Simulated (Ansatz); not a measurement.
**A computed series for hypothetical simple cubic Ag: pressure series**

The parent structure is Ag in the simple cubic structure (space group Pm-3m, No. 221; a = 2.750 Å; a hypothetical phase, not in the database extracts checked).

Cell and atoms are relaxed at each pressure.

Levels (all Ansatz, a first-principles code, PAW): PBE (420 eV, spin-orbit coupling left out); PBEsol (420 eV, no SOC).

The base cell above is that of PBE; each level relaxes its own structures.

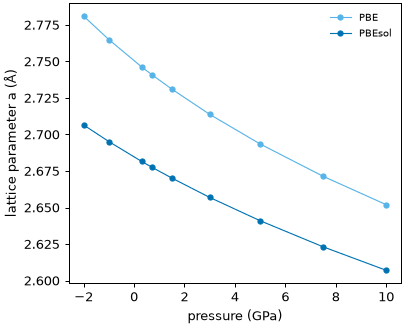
Figure: Lattice parameter a under two levels

How do the two levels compare along the series?

PBE lies above PBEsol in every row, by 0.045 Å to 0.074 Å. They put the cases in the same order.

Load acts through the strain it causes; cell and atoms are relaxed under it. Stability against distortions was not tested. No other phases were tried under pressure.
